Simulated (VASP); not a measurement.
```
CELL_PARAMETERS angstrom
-4.88840 4.88840 4.88840
4.88840 -4.88840 4.88840
4.88840 4.88840 -4.88840
ATOMIC_POSITIONS crystal
Ca 0.49418 0.24709 0.24709
Ca 0.00000 0.75291 0.24709
Ca 0.00000 0.24709 0.75291
Ca 0.50582 0.75291 0.75291
Ca 0.24709 0.49418 0.24709
Ca 0.75291 0.00000 0.24709
Ca 0.75291 0.50582 0.75291
Ca 0.24709 0.00000 0.75291
Ca 0.24709 0.24709 0.49418
Ca 0.75291 0.75291 0.50582
Ca 0.75291 0.24709 0.00000
Ca 0.24709 0.75291 0.00000
P 0.00000 0.00000 0.00000
Bi 0.50000 0.50000 0.00000
Bi 0.50000 0.00000 0.50000
Bi 0.00000 0.50000 0.50000
N 0.50000 0.50000 0.50000
N 0.00000 0.00000 0.50000
N 0.00000 0.50000 0.00000
N 0.50000 0.00000 0.00000
```

Method: VASP, Kohn-Sham DFT of a periodic cell, PBE, VASP PAW PBE potentials, recommended.

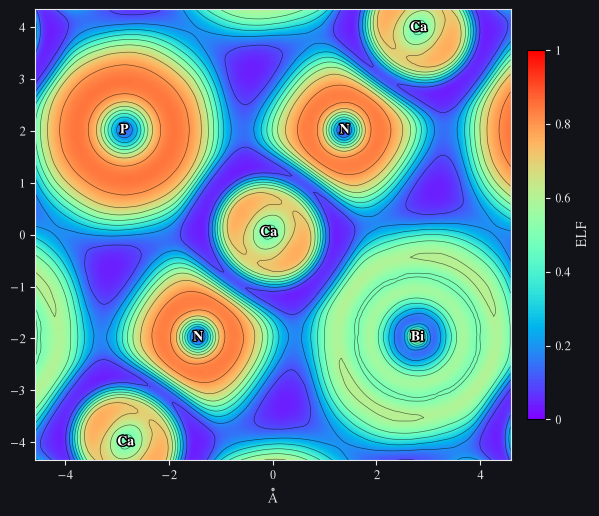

Ca₁₂Bi₃PN₄ (cell with a defect). ELF on the (010) plane of the calculation cell.

In a PAW calculation such maps are meaningful between the atoms, not at the nuclei.

What do the fields say about this system?

Answer.
- The section cuts through Ca, P, Bi and N sites.
- Ca–N (2.44 Å): the ELF peaks at about 0.85 in the valence shell of N, 0.7 Å from its nucleus, and is about 0.15 at the midpoint; a closed-shell, largely ionic contact.
- Ca–P (3.42 Å): the ELF peaks at about 0.85 in the valence shell of P, 0.9 Å from its nucleus, and drops to about 0.05 between the two atoms.
- Ca–Bi (3.50 Å): the ELF peaks at about 0.60 in the valence shell of Bi, 1.5 Å from its nucleus, and drops to about 0.05 between the two atoms (no shared electron pair shows on this line).
- The features right at Ca lie inside the PAW spheres, where the map follows smoothed inner orbitals and isn't to be read closely.

Metal or insulator at this level of theory?

Answer. It is gapped, with a Kohn–Sham gap of 0.50 eV on the k-point mesh (the band edges may lie off the mesh, which would make the gap smaller).
